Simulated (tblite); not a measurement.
**Frequency calculation, with input and output: C$_{5}$H$_{14}$Si$_{2}$**

- system: C$_{5}$H$_{14}$Si$_{2}$, SMILES CC[Si]1(C)C[SiH2]C1
- method: GFN2-xTB harmonic vibrations, gas phase (tblite 0.8.0)

It belongs to a series of runs on one base structure; here: H on Si replaced by C2H5.

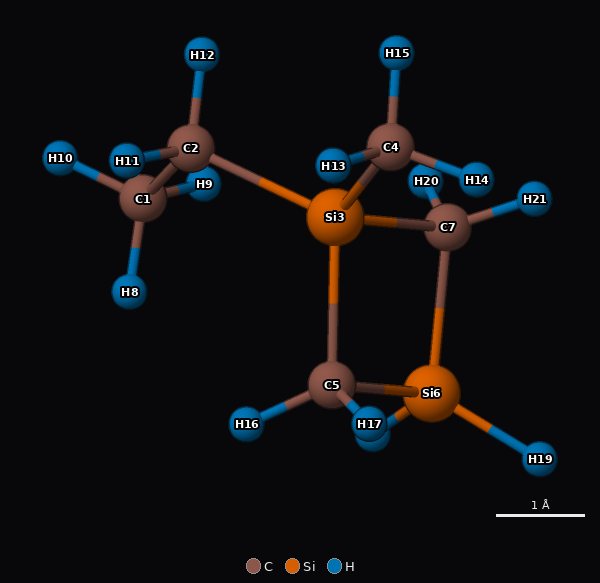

Figure 1. The structure (ball-and-stick view, seen at a tilt; atoms are numbered from 1 in the order of the input). Bond lengths as drawn: C–C 1.52 Å, C–H 1.08 to 1.09 Å, C–Si 1.90 to 1.93 Å and H–Si 1.47 Å.

Input file
```
{"job": {"kind": "ir", "xc": "GFN2-xTB", "basis": "xTB"}, "charge": 0, "multiplicity": 1}
C     -1.608023    -1.790902     0.434748
C     -1.787091    -0.293060     0.225076
Si    -0.133398     0.623692    -0.033624
C     -0.451012     2.475025    -0.331548
C      1.183362     0.227725     1.315851
Si     2.251812    -0.763845     0.071111
C      1.036465    -0.222334    -1.309502
H     -0.980951    -1.983913     1.301264
H     -1.132805    -2.244427    -0.431231
H     -2.568006    -2.280822     0.591304
H     -2.306892     0.128342     1.086667
H     -2.436589    -0.129657    -0.635806
H     -0.872307     2.949426     0.548930
H      0.472273     2.989343    -0.575339
H     -1.143374     2.629135    -1.152656
H      0.825555    -0.338936     2.170738
H      1.683708     1.105268     1.716592
H      2.255909    -2.208326     0.318318
H      3.627694    -0.285742    -0.087207
H      0.601437    -1.034088    -1.885475
H      1.473313     0.465037    -2.029279
```

The first line tells a small driver script what to run in tblite; the rest is the geometry in Å.

Command:
```bash
OMP_NUM_THREADS=1 python <driver script> task.json out
```

Log
```
mode    cm-1     km/mol
  1      45.6      0.11
  2      51.9      0.01
  3     106.7      0.00
  4     130.7      1.28
  5     149.2      0.03
  6     165.0      2.43
  7     187.1      2.29
  8     237.3      1.16
  9     296.8      4.45
 10     337.6      2.90
 11     436.2     33.46
 12     490.6      0.09
 13     591.8     43.11
 14     610.0      7.80
 15     615.5      8.13
 16     668.2     63.69
 17     674.1      9.38
 18     702.5     15.54
 19     719.3    120.48
 20     739.9     48.64
 21     743.0    133.06
 22     774.0    353.02
 23     799.3    128.38
 24     824.9    286.41
 25     839.2     97.78
 26     910.4      0.24
 27     954.1      5.21
 28     974.8     20.95
 29    1019.3      3.64
 30    1078.0     88.94
 31    1082.9     49.42
 32    1085.7      0.07
 33    1242.3      4.58
 34    1290.3      5.53
 35    1369.8     11.74
 36    1418.1      0.10
 37    1466.3      6.33
 38    1469.5      0.11
 39    1484.2      0.50
 40    1489.2      0.41
 41    1491.1      0.01
 42    1508.8      3.02
 43    1512.8      3.90
 44    2225.0    533.58
 45    2237.2    253.88
 46    2970.0     40.39
 47    2984.1     30.24
 48    3006.8      3.58
 49    3009.8    128.19
 50    3010.8     13.81
 51    3018.3     16.04
 52    3018.7     14.89
 53    3036.2     52.70
 54    3042.2     20.16
 55    3044.7     43.99
 56    3046.9     33.56
 57    3052.6     35.31
```

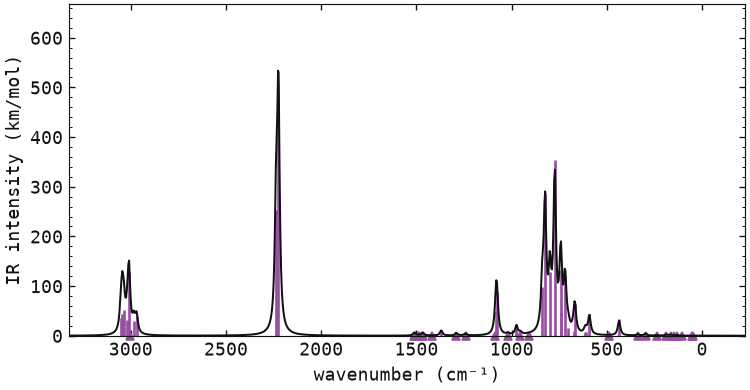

Figure 2. Harmonic infrared spectrum, unscaled: sticks (degenerate modes added up, dark ones marked on the axis) with a Lorentzian envelope of 16 cm⁻¹ full width, scaled to the tallest stick. 57 modes from 46 to 3053 cm⁻¹, none imaginary. The strongest line is at 2225 cm⁻¹ (534 km/mol).

Key numbers

```json
{"quantity": "outcome", "value": "converged"}
{"quantity": "total energy", "value": "−578.1951 eV"}
{"quantity": "zero-point energy", "value": "107.9150 kcal/mol"}
{"quantity": "hardware", "value": "1 CPU thread, shared host"}
{"quantity": "wall time", "value": "3.1 s"}
{"quantity": "peak memory", "value": "0.18 GiB"}
```
